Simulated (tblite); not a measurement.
## Run report: C5H13AlO2, geometry relaxation (part 2 of 2)

C5H13AlO2; GFN2-xTB geometry optimisation, gas phase (tblite 0.8.0). 

Geometry of the input (Å):
```
C  -1.6477  1.3694  0.3881
C  -1.5294  0.0765  -0.4229
C  -1.9792  -1.1099  0.4066
O  -2.1325  -2.1918  -0.1298
C  -0.0836  -0.1363  -0.9072
O  0.8113  -0.2640  0.1936
C  1.4607  -1.5251  0.1694
Al 2.1328  1.0899  0.2369
H  -1.0370  1.3290  1.3152
H  -1.3299  2.2356  -0.2209
H  -2.7205  1.5348  0.6728
H  -2.1954  0.1543  -1.2979
H  -2.2175  -0.9931  1.4700
H  0.1688  0.7160  -1.5934
H  -0.0860  -1.0129  -1.5926
H  0.7050  -2.3451  0.2290
H  2.0848  -1.6622  -0.7380
H  2.0970  -1.6651  1.0752
H  1.4152  2.5174  0.2836
H  3.0454  0.9090  1.5364
H  3.0288  0.9903  -1.0746
```

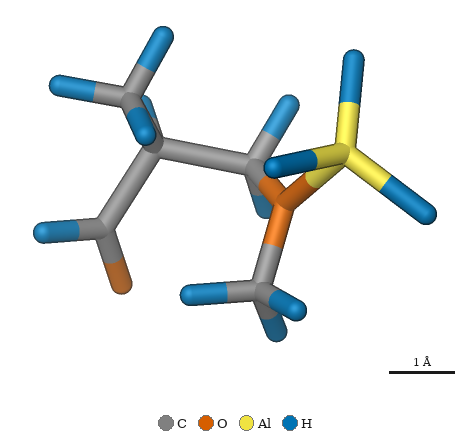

The geometry at step 122 of the log (stick view, seen at a tilt).

## Trajectory as extended XYZ, continued
```
21
Properties=species:S:1:pos:R:3:forces:R:3 step=76 energy=-722.42954
C    -1.4912    1.1971    0.5756   -0.0160   0.0640   0.0110
C    -1.4399    0.0619   -0.4370   -0.0390   0.0670   0.0220
C    -1.7776   -1.2854    0.1576    0.0110  -0.0460  -0.0110
O    -1.7936   -2.3126   -0.4626    0.0090  -0.0010  -0.0420
C    -0.0809   -0.0115   -1.1593   -0.0400  -0.0110   0.0330
O     1.0065   -0.1263   -0.2709    0.0190  -0.0160  -0.0210
C     1.1791   -1.3838    0.3457    0.0040   0.0110  -0.0410
Al    2.2281    1.2470    0.1619    0.0540   0.0590  -0.0110
H    -0.6403    1.1652    1.2583   -0.0510  -0.0400  -0.0250
H    -1.4609    2.1500    0.0532    0.0420   0.0160   0.0290
H    -2.4157    1.1557    1.1483    0.0490  -0.0200   0.0230
H    -2.1799    0.2518   -1.2229   -0.0530  -0.0680  -0.0190
H    -2.0224   -1.2719    1.2357   -0.0470   0.0570   0.0370
H     0.1002    0.9182   -1.7077   -0.0200  -0.0440   0.0520
H    -0.0931   -0.8607   -1.8546    0.0550   0.0260  -0.0080
H     0.4560   -1.5383    1.1527    0.0150   0.0160  -0.0330
H     1.0818   -2.1880   -0.3861    0.0160  -0.0370  -0.0180
H     2.1873   -1.3829    0.7594    0.0060   0.0220   0.0390
H     1.3552    2.4907   -0.2670    0.0120  -0.0460  -0.0110
H     2.3824    0.9249    1.7032   -0.0550   0.0120  -0.0230
H     3.4100    0.8160   -0.7841    0.0280  -0.0220   0.0180
21
Properties=species:S:1:pos:R:3:forces:R:3 step=92 energy=-722.47957
C    -1.4433    1.1202    0.6881    0.0010   0.0140   0.0120
C    -1.4579    0.0444   -0.3907    0.0150   0.0550  -0.0100
C    -1.7949   -1.3389    0.1206   -0.0490   0.0220  -0.0480
O    -1.6707   -2.3445   -0.5231    0.0080   0.0350   0.0480
C    -0.1371    0.0324   -1.1804    0.0170  -0.0250  -0.0140
O     0.9996   -0.0689   -0.3526    0.0250  -0.0310  -0.0210
C     1.1816   -1.2960    0.3141   -0.0120  -0.0290  -0.0200
Al    2.2648    1.2362    0.0988    0.0110   0.0400   0.0060
H    -0.6075    0.9780    1.3732   -0.0370   0.0010  -0.0080
H    -1.3247    2.0977    0.2239    0.0030  -0.0290   0.0360
H    -2.3710    1.1176    1.2556    0.0150  -0.0210  -0.0050
H    -2.2450    0.2751   -1.1211   -0.0090   0.0000   0.0070
H    -2.2201   -1.3611    1.1431    0.0260   0.0130  -0.0120
H    -0.0052    0.9842   -1.7023   -0.0280  -0.0240   0.0120
H    -0.1471   -0.7889   -1.9065    0.0020  -0.0500   0.0090
H     0.4277   -1.4415    1.0943    0.0270   0.0000  -0.0090
H     1.1373   -2.1309   -0.3899    0.0140  -0.0040   0.0020
H     2.1712   -1.2493    0.7742   -0.0310   0.0300  -0.0180
H     1.6376    2.4008   -0.7564    0.0010   0.0040  -0.0100
H     2.0373    1.2483    1.6622    0.0050  -0.0090   0.0230
H     3.5586    0.5021   -0.4255   -0.0030   0.0090   0.0200
21
Properties=species:S:1:pos:R:3:forces:R:3 step=107 energy=-722.48520
C    -1.4426    1.1155    0.7016    0.0040   0.0040   0.0100
C    -1.4614    0.0542   -0.3912    0.0040   0.0160   0.0050
C    -1.8141   -1.3246    0.1191   -0.0030  -0.0010  -0.0050
O    -1.6830   -2.3360   -0.5129   -0.0030   0.0070   0.0010
C    -0.1431    0.0208   -1.1857    0.0070  -0.0050  -0.0070
O     1.0011   -0.0687   -0.3662    0.0140   0.0030  -0.0040
C     1.1983   -1.2949    0.2979   -0.0020  -0.0070  -0.0010
Al    2.2651    1.2427    0.1019   -0.0120   0.0030  -0.0090
H    -0.6211    0.9484    1.3969   -0.0040   0.0000  -0.0010
H    -1.3051    2.1001    0.2606    0.0110  -0.0160   0.0000
H    -2.3785    1.1118    1.2555    0.0090   0.0000  -0.0010
H    -2.2486    0.2974   -1.1174    0.0020   0.0040  -0.0040
H    -2.2453   -1.3387    1.1385   -0.0040   0.0090   0.0050
H    -0.0159    0.9591   -1.7308    0.0000   0.0030   0.0070
H    -0.1630   -0.8184   -1.8914    0.0010  -0.0280   0.0030
H     0.4383   -1.4605    1.0667    0.0050  -0.0010   0.0000
H     1.1849   -2.1280   -0.4093    0.0050  -0.0020  -0.0020
H     2.1793   -1.2245    0.7723   -0.0130   0.0080  -0.0100
H     1.6674    2.3924   -0.7957   -0.0040  -0.0080   0.0100
H     2.0118    1.2803    1.6624   -0.0110  -0.0050  -0.0010
H     3.5667    0.4885   -0.3734   -0.0050   0.0170   0.0050
21
Properties=species:S:1:pos:R:3:forces:R:3 step=122 energy=-722.48891
C    -1.4038    1.1163    0.7066    0.0110   0.0130  -0.0040
C    -1.4491    0.0617   -0.3923   -0.0110   0.0100   0.0140
C    -1.8347   -1.3069    0.1215   -0.0020   0.0020  -0.0010
O    -1.7164   -2.3256   -0.5010    0.0040  -0.0020  -0.0100
C    -0.1383   -0.0075   -1.1981   -0.0220   0.0010   0.0080
O     1.0122   -0.0873   -0.3873   -0.0100  -0.0020   0.0020
C     1.2139   -1.3078    0.2856    0.0060  -0.0100  -0.0060
Al    2.2232    1.2623    0.1143   -0.0170  -0.0240   0.0150
H    -0.5940    0.9226    1.4088   -0.0080  -0.0100  -0.0090
H    -1.2311    2.0976    0.2712    0.0090   0.0000  -0.0020
H    -2.3450    1.1380    1.2521    0.0270   0.0070  -0.0110
H    -2.2308    0.3324   -1.1146   -0.0150  -0.0290   0.0090
H    -2.2737   -1.3057    1.1379   -0.0030   0.0090  -0.0050
H    -0.0091    0.9147   -1.7696    0.0070  -0.0130   0.0070
H    -0.1779   -0.8689   -1.8770    0.0160   0.0090  -0.0040
H     0.4507   -1.4755    1.0512    0.0140   0.0070  -0.0040
H     1.2107   -2.1457   -0.4158    0.0010  -0.0020  -0.0140
H     2.1922   -1.2268    0.7626   -0.0060   0.0040   0.0090
H     1.5974    2.4006   -0.7747   -0.0080   0.0140   0.0040
H     1.9331    1.2550    1.6722    0.0220   0.0150  -0.0140
H     3.5615    0.5735   -0.3541   -0.0130   0.0010   0.0150
21
Properties=species:S:1:pos:R:3:forces:R:3 step=138 energy=-722.49116
C    -1.3703    1.1195    0.7007   -0.0030  -0.0030  -0.0030
C    -1.4479    0.0608   -0.3921    0.0030   0.0010  -0.0030
C    -1.8493   -1.3015    0.1263   -0.0020   0.0130  -0.0010
O    -1.7316   -2.3247   -0.4889    0.0030   0.0050   0.0100
C    -0.1423   -0.0237   -1.2034   -0.0010  -0.0040  -0.0020
O     1.0090   -0.0955   -0.3923   -0.0020  -0.0050   0.0020
C     1.2243   -1.3181    0.2728    0.0080  -0.0030   0.0050
Al    2.1865    1.2758    0.1314    0.0040  -0.0040   0.0030
H    -0.5710    0.8983    1.4066   -0.0100   0.0010   0.0020
H    -1.1569    2.0903    0.2591    0.0010  -0.0040   0.0050
H    -2.3105    1.1804    1.2431   -0.0020   0.0060  -0.0030
H    -2.2349    0.3365   -1.1069   -0.0010  -0.0050   0.0060
H    -2.3030   -1.2879    1.1361    0.0020  -0.0030  -0.0050
H    -0.0110    0.8908   -1.7862   -0.0040  -0.0010   0.0040
H    -0.1815   -0.8923   -1.8726    0.0000  -0.0010  -0.0040
H     0.4629   -1.5011    1.0361   -0.0090   0.0020  -0.0080
H     1.2352   -2.1511   -0.4346    0.0010   0.0050  -0.0060
H     2.1985   -1.2262    0.7552    0.0140  -0.0010   0.0040
H     1.5397    2.4119   -0.7491    0.0070  -0.0030   0.0030
H     1.9083    1.2654    1.6888   -0.0040   0.0000  -0.0020
H     3.5370    0.6093   -0.3305   -0.0050   0.0040  -0.0050
21
Properties=species:S:1:pos:R:3:forces:R:3 step=153 energy=-722.49173
C    -1.3681    1.1235    0.6988   -0.0020  -0.0060  -0.0050
C    -1.4476    0.0607   -0.3897   -0.0010  -0.0130  -0.0080
C    -1.8519   -1.2974    0.1365   -0.0050   0.0010   0.0020
O    -1.7248   -2.3272   -0.4657    0.0030   0.0020  -0.0050
C    -0.1435   -0.0271   -1.2031   -0.0020  -0.0070   0.0020
O     1.0094   -0.0976   -0.3935   -0.0060   0.0000  -0.0050
C     1.2336   -1.3241    0.2624    0.0000   0.0120  -0.0010
Al    2.1793    1.2769    0.1376   -0.0020   0.0050  -0.0120
H    -0.5894    0.8871    1.4220    0.0010  -0.0010   0.0100
H    -1.1221    2.0862    0.2572    0.0030   0.0080  -0.0040
H    -2.3173    1.2102    1.2210   -0.0100   0.0010   0.0040
H    -2.2371    0.3320   -1.1034    0.0030   0.0080  -0.0010
H    -2.3193   -1.2748    1.1396    0.0020   0.0040   0.0040
H    -0.0141    0.8866   -1.7880    0.0000  -0.0100   0.0060
H    -0.1835   -0.8974   -1.8701   -0.0020   0.0060  -0.0010
H     0.4663   -1.5215    1.0158    0.0030  -0.0070  -0.0010
H     1.2607   -2.1497   -0.4535    0.0000   0.0090   0.0050
H     2.2024   -1.2248    0.7546    0.0050  -0.0030  -0.0010
H     1.5333    2.4165   -0.7390    0.0000  -0.0050   0.0040
H     1.8943    1.2605    1.6939    0.0080  -0.0040  -0.0030
H     3.5304    0.6185   -0.3337    0.0010   0.0010   0.0110
21
Properties=species:S:1:pos:R:3:forces:R:3 step=169 energy=-722.49196
C    -1.3704    1.1246    0.6983    0.0000  -0.0010   0.0000
C    -1.4500    0.0608   -0.3893    0.0020  -0.0020  -0.0020
C    -1.8563   -1.2953    0.1399    0.0010  -0.0010   0.0000
O    -1.7269   -2.3272   -0.4580   -0.0020   0.0020  -0.0020
C    -0.1457   -0.0295   -1.2019    0.0030  -0.0020   0.0000
O     1.0081   -0.0967   -0.3932   -0.0010   0.0000   0.0030
C     1.2403   -1.3240    0.2580   -0.0010   0.0000   0.0000
Al    2.1787    1.2767    0.1380   -0.0010   0.0000   0.0030
H    -0.6047    0.8792    1.4325    0.0000   0.0010   0.0030
H    -1.1059    2.0833    0.2581    0.0010   0.0000   0.0010
H    -2.3254    1.2245    1.2079   -0.0010   0.0010   0.0010
H    -2.2379    0.3342   -1.1041    0.0010   0.0000  -0.0010
H    -2.3248   -1.2685    1.1424   -0.0010  -0.0010   0.0000
H    -0.0172    0.8825   -1.7892    0.0010  -0.0020   0.0010
H    -0.1853   -0.9010   -1.8670   -0.0030  -0.0010  -0.0020
H     0.4739   -1.5315    1.0094    0.0010   0.0010   0.0020
H     1.2736   -2.1458   -0.4617    0.0020   0.0000   0.0000
H     2.2084   -1.2211    0.7511   -0.0010   0.0010  -0.0020
H     1.5286    2.4138   -0.7377    0.0010   0.0030   0.0000
H     1.8969    1.2549    1.6946    0.0000   0.0020  -0.0020
H     3.5331    0.6232   -0.3287    0.0000  -0.0010  -0.0020
```

## Key numbers

| quantity | value |
| --- | --- |
| outcome | converged |
| total energy | −722.4920 eV |
| wall time | 1.2 s |
| peak memory | 0.21 GiB |
